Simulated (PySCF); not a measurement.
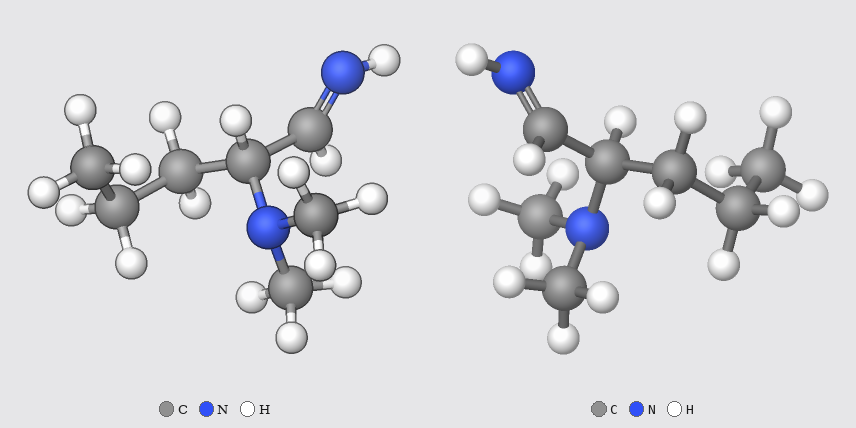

The same structure drawn twice, from different directions.

The computed structure is the end point of a PBE0-D3(BJ)/def2-SVP optimisation. No frequency run is at hand to confirm it as a minimum.

What does the picture show?

Formula C7H16N2. As SMILES it reads `[H]/N=C/[C@@H](CCC)N(C)C`. It has no ring. Among its groups: tertiary amine, imine. The point group is C1. Coordination, clear cases only: 6 C tetrahedral; 1 C trigonal planar; 1 N bent.

The parts below concern this one geometry. Atoms keep their numbers from picture to picture.

### Geometry

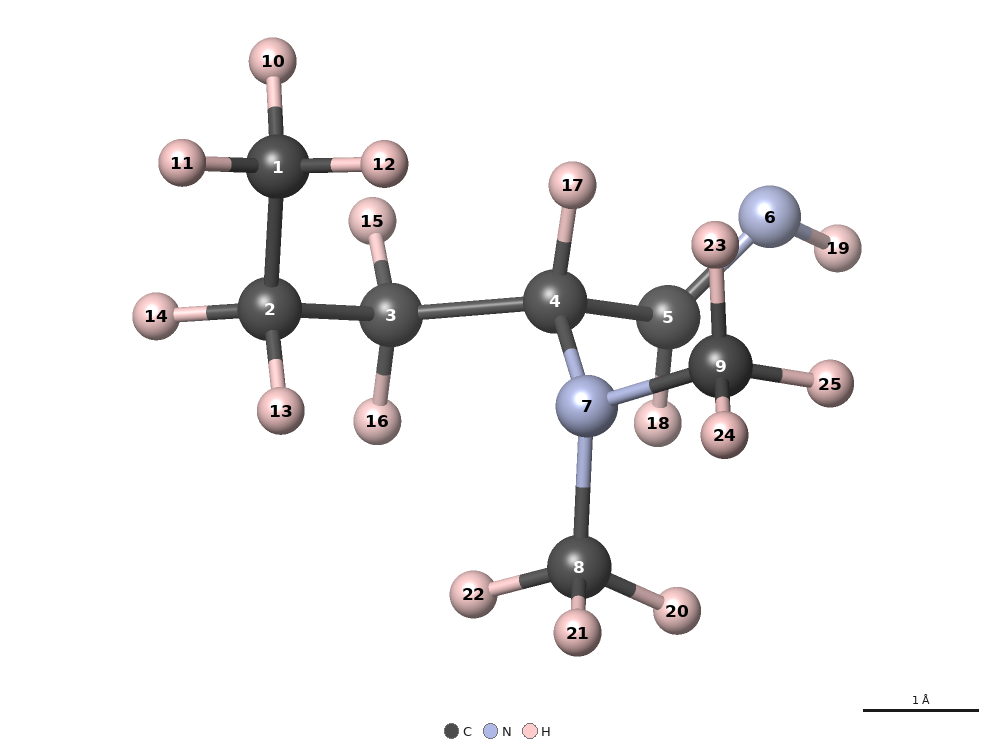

No frequency run is at hand to confirm it as a minimum.

Give the bond lengths. Leave out bonds to hydrogen.

| bond | length (Å) | order |
| --- | --- | --- |
| C1–C2 | 1.520 | single |
| C2–C3 | 1.525 | single |
| C3–C4 | 1.529 | single |
| C4–C5 | 1.509 | single |
| C4–N7 | 1.459 | single |
| C5–N6 | 1.268 | double |
| N7–C8 | 1.441 | single |
| N7–C9 | 1.441 | single |

### Quadrupole coupling

No frequency run is at hand to confirm it as a minimum. Electric field gradients from the ground-state density, PBE0/pcSseg-1 in methanol (IEF-PCM) (PySCF 2.14.0), non-relativistic apart from any core potentials.

Give the largest field-gradient component, the quadrupole coupling constant and the asymmetry for 14N at N6 (Q = 20.44 mb), 14N at N7 (Q = 20.44 mb), 2H at H10 (Q = 2.86 mb), 2H at H11 (Q = 2.86 mb), 2H at H12 (Q = 2.86 mb), 2H at H13 (Q = 2.86 mb).

```
atom  V_zz (a.u.)  e²qQ/h (MHz)     η
  N6       −0.938         −4.50  0.46
  N7       −1.316         −6.32  0.03
 H10        0.289         0.195  0.02
 H11        0.294         0.197  0.02
 H12        0.293         0.197  0.01
 H13        0.288         0.193  0.06
```

### Electronic properties

No frequency run is at hand to confirm it as a minimum. Properties computed with PBE0/pcSseg-1 in methanol (IEF-PCM) (PySCF 2.14.0).

Computed properties:

- dipole moment: 2.82 D
- HOMO energy (Kohn–Sham orbital): −5.99 eV
- LUMO energy (Kohn–Sham orbital): −0.17 eV
- HOMO–LUMO gap: 5.81 eV

### Charges

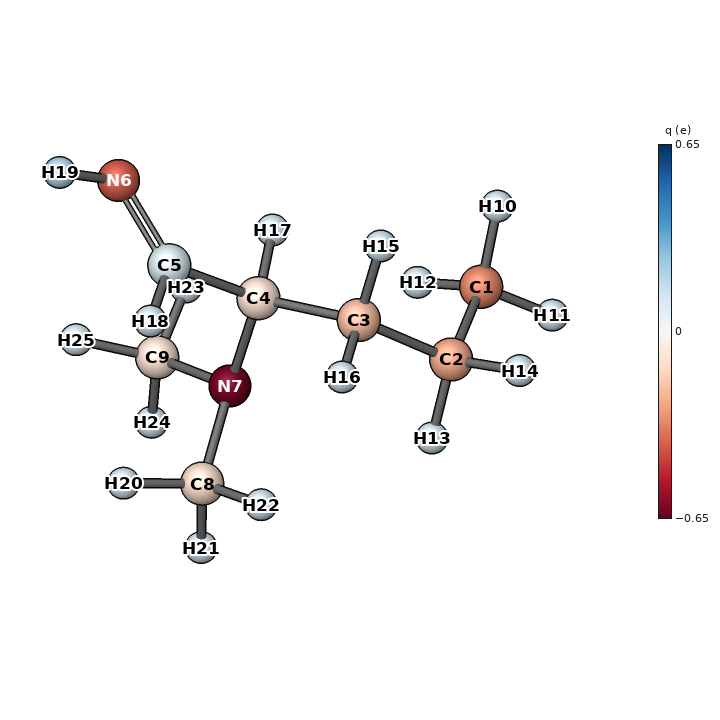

Atoms are coloured by their Mulliken charges. No frequency run is at hand to confirm it as a minimum. Level of theory: PBE0/pcSseg-1 in methanol (IEF-PCM) (PySCF 2.14.0).

List the Mulliken charges.

```json
{"atom": "C1", "value (e)": "−0.31"}
{"atom": "C2", "value (e)": "−0.24"}
{"atom": "C3", "value (e)": "−0.19"}
{"atom": "C4", "value (e)": "−0.10"}
{"atom": "C5", "value (e)": "0.09"}
{"atom": "N6", "value (e)": "−0.39"}
{"atom": "N7", "value (e)": "−0.62"}
{"atom": "C8", "value (e)": "−0.11"}
{"atom": "C9", "value (e)": "−0.09"}
{"atom": "H10", "value (e)": "0.11"}
{"atom": "H11", "value (e)": "0.12"}
{"atom": "H12", "value (e)": "0.12"}
{"atom": "H13", "value (e)": "0.12"}
{"atom": "H14", "value (e)": "0.12"}
{"atom": "H15", "value (e)": "0.13"}
{"atom": "H16", "value (e)": "0.13"}
{"atom": "H17", "value (e)": "0.12"}
{"atom": "H18", "value (e)": "0.11"}
{"atom": "H19", "value (e)": "0.19"}
{"atom": "H20", "value (e)": "0.10"}
{"atom": "H21", "value (e)": "0.12"}
{"atom": "H22", "value (e)": "0.13"}
{"atom": "H23", "value (e)": "0.12"}
{"atom": "H24", "value (e)": "0.12"}
{"atom": "H25", "value (e)": "0.09"}
```

Mulliken values depend strongly on the basis set and can even reverse the polarity of a bond.
